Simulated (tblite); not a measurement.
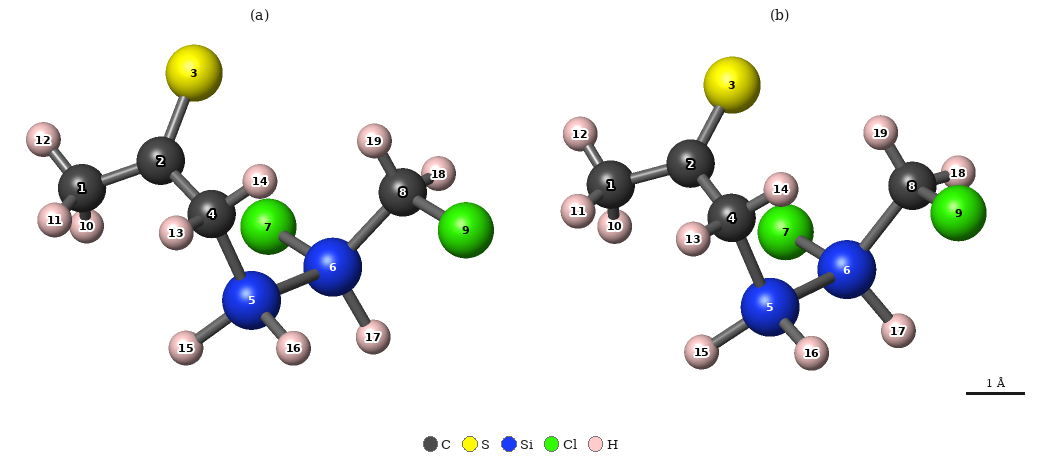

The structure of C4H10Cl2SSi2 before (left) and after (right) a relaxation, at one scale.

Style: ball-and-stick. Shown at a tilt.

Method: tblite 0.8.0, GFN2-xTB geometry optimisation, gas phase. 

### Describe what moved and what it gained.

Cl9 moves most after the best rigid fit: 0.60 Å. By element the largest moves are Cl 0.60 Å, H 0.39 Å, S 0.38 Å, C 0.22 Å, Si 0.14 Å. Among the contacts that change: C4–Si5 1.848 → 1.937 Å, Si6–C8 1.846 → 1.918 Å, C2–S3 1.685 → 1.633 Å, C2–C4 1.518 → 1.470 Å. Bond angles that change, for instance: C2–C4–Si5 117.2° → 112.0°, C8–Si6–H17 111.0° → 106.3°, C2–C4–H13 106.4° → 110.7°. Over 95 geometry steps the energy falls by 0.337 eV. Cost: 2.4 s on 1 thread of Arm Neoverse N1 (shared host).
